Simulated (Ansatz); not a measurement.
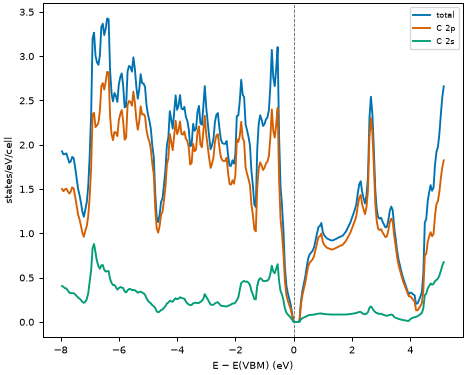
*Total and projected density of states of C in space group C2/c (No. 15; C on 8f, C on 8f), plane-wave PAW PBEsol (Ansatz code)*

**Question.** Which orbitals carry the states next to the gap?

**Answer.** Top 1 eV of the valence band: C 2p 78 %, C 2s 21 %. Bottom 1 eV of the conduction band: C 2p 88 %, C 2s 10 %. Projections are on Löwdin-orthogonalised atomic valence shells; empty p or d shells of many metals are not among them.

**Question.** Where is the tallest occupied peak in this window, and what makes it?

**Answer.** Near -6.4 eV, about 3.4 states/eV per cell; the largest projected share is C 2p.

The start of the workflow was typed in or built on a structure type; neither database checked (COD, Materials Project) lists it. It is not the phase usual at ambient conditions (space group No. 194, 227). The cell was relaxed with PBEsol under the symmetry of its start. At this level the phase is mechanically unstable. The volume moved by 100 % from the start of the relaxation.

Potentials: the earlier of the program's two PAW sets. The files were generated under PBE; for other functionals the program regenerates the frozen cores, and for LDA and PBEsol the local potential too.
